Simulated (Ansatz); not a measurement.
GeH2O···H2O

| atom | x (Å) | y (Å) | z (Å) |
| --- | --- | --- | --- |
| Ge | 0.0456 | 0.0801 | -0.8164 |
| O | 0.9734 | 0.1634 | 1.2951 |
| H | 0.5245 | -0.7080 | 1.3783 |
| H | 1.9158 | -0.0518 | 1.2252 |
| H | -1.1792 | 1.0137 | -0.3169 |
| O | -0.5998 | -1.4836 | -0.0349 |
| H | -1.4991 | -1.3847 | 0.3057 |

Method: Ansatz, RKS B3LYP-D4/def2-SVP.

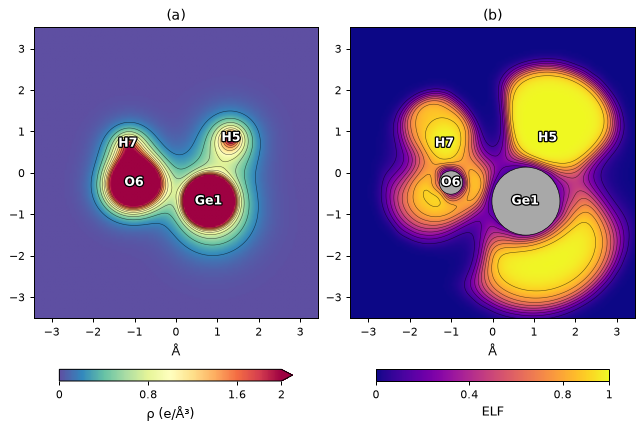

Figure 1. (a) total electron density; (b) electron localisation function on the plane of atoms H5, Ge1 and O6. Grey discs cover the atomic cores in the ELF map.

Question: What does the map show?

Answer:
- The section cuts through Ge, H and O sites.
- Ge–O (1.86 Å): ρ is about 0.79 e/Å³ halfway; the ELF peaks at about 0.85 in the valence shell of O, 0.6 Å from its nucleus, and is about 0.30 at the midpoint.
- O–H (0.97 Å): ρ at the midpoint is about 3.6 e/Å³; the ELF climbs to about 1 towards the hydrogen, as it does in any bond to H; a covalent bond by its length.
- Ge–H (1.62 Å): the density is about 0.88 e/Å³ at the midpoint; the ELF climbs to about 1 towards the hydrogen.
- The ELF also peaks beside O6, away from the bonds: lone-pair regions.

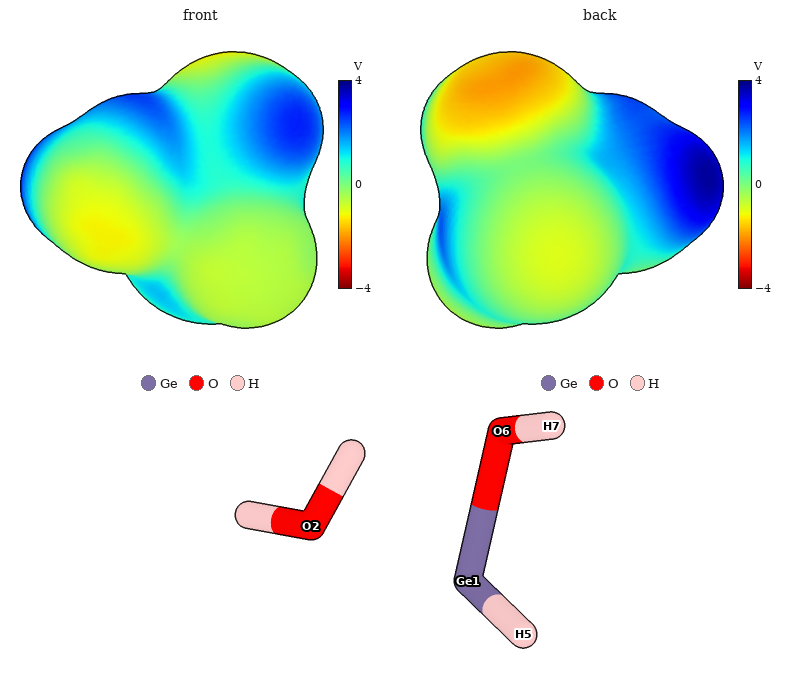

Figure 2. The molecular electrostatic potential painted on the density surface at 0.004 e/bohr³, seen from the front and from behind; the colour scale runs from red (negative) to blue (positive). The bare structure is drawn below in the same view.

Question: Which sites attract a positive test charge, and which a negative one?

Answer: A positive charge is drawn to the negative regions and a negative charge to the positive ones. The most negative region (about −1.9 V) lies over O6, the most positive (about +3.7 V) over H4. O6 is the likeliest acceptor of a hydrogen bond.

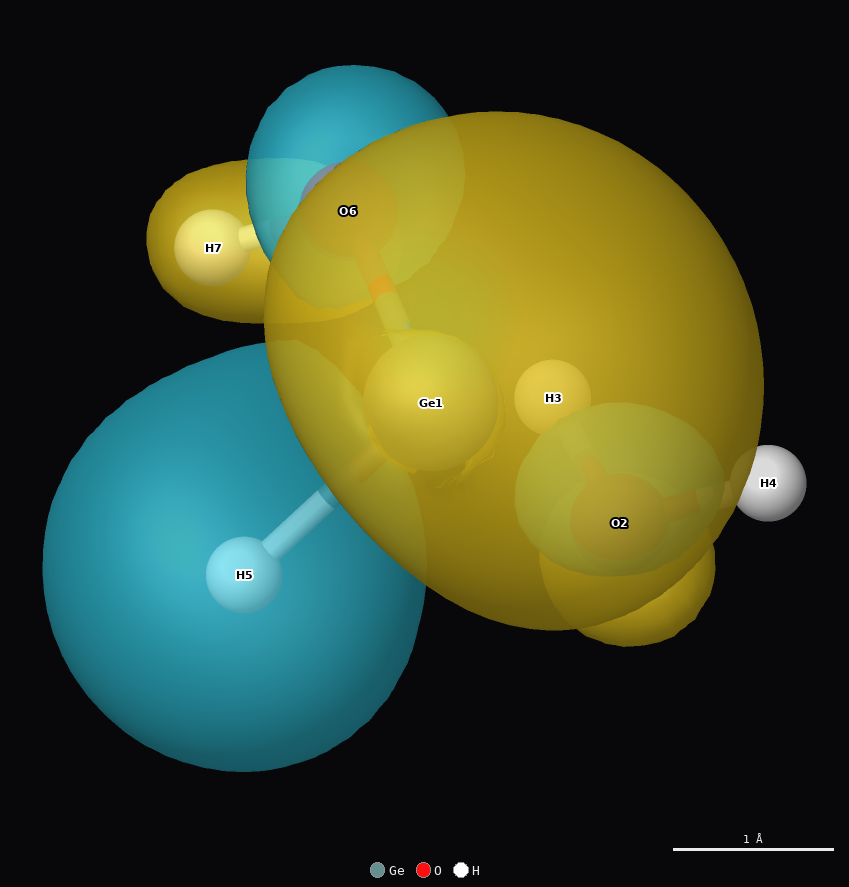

Figure 3. The HOMO at ±0.08 Å⁻³ᐟ² (yellow and cyan are the two phases), seen at an oblique angle.

Question: Where does this orbital lie, and at what energy?

Answer: By Hirshfeld shares it lies mainly on Ge1 (about 65 %), H5 (about 20 %) and O6 (about 5 %). Its energy is −6.10 eV.
